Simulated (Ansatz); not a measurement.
## NiSi2 (fluorite type, space group Fm-3m): scan of one atom of the cell

Starting cell, NiSi2 (fluorite type, space group Fm-3m):

```
CELL_PARAMETERS angstrom
      0.00000     2.72203     2.72203
      2.72203     0.00000     2.72203
      2.72203     2.72203     0.00000
ATOMIC_POSITIONS crystal
  Ni 0.00000 0.00000 0.00000
  Si 0.25000 0.25000 0.25000
  Si 0.75000 0.75000 0.75000
```

In this cell atom 2 (Si, nearest neighbour Ni at 2.357 Å; its periodic images, 3.8 Å or more away, move with it) is moved by s along Cartesian [110], unit vector (0.707, 0.707, 0.000); all other atoms and the cell stay fixed.

Method: PBE (plane waves to 420 eV, PAW, scalar-relativistic; Ansatz, a first-principles code). k mesh 12×12×12 (Γ-centred), Fermi-Dirac smearing 0.05 eV. E stands for the smeared free energy. With partly filled bands, energies and forces of such displacements shift with the k mesh and the smearing. F⊥ is the part of the force across the line. NiSi2 is run without spin polarisation. NiSi2 was relaxed with its symmetry unable to fall. The PAW data are Ansatz's earlier set. ΔE is measured from the undisplaced structure.

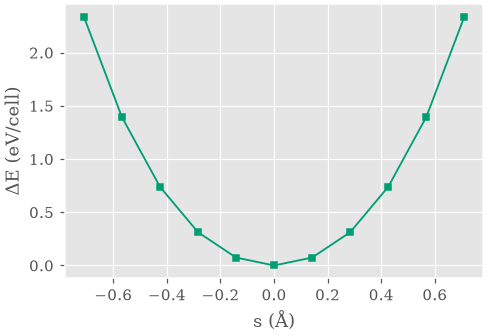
Figure: ΔE (eV/cell) against s (Å); one marker a computed point.

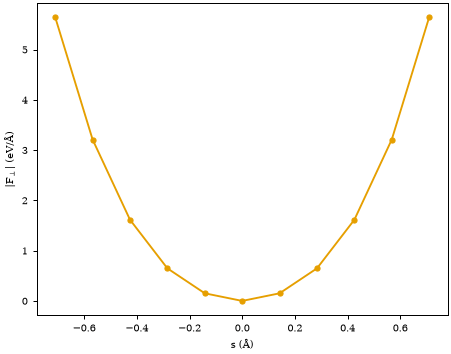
Figure: |F⊥| (eV/Å) against s (Å); one marker a computed point.

The energy at s = 0.710 Å is 2339 meV/cell and the force along the line at s = -0.710 Å comes out as 7.79 eV/Å. Symmetry of the curve: even: the same for both signs. Shape of the curve: a single well with its minimum at or next to zero displacement. Harmonic estimate at the end of the scan: ½ks² = 1863 meV/cell against the computed 2339 meV/cell, so the well is stiffer than harmonic there.

With its periodic images moving along, the atom's site symmetry in this cell is -43m.

(For displaced atoms, the force is minus the slope of the energy, and its curvature is a force constant, which sets phonon frequencies.)
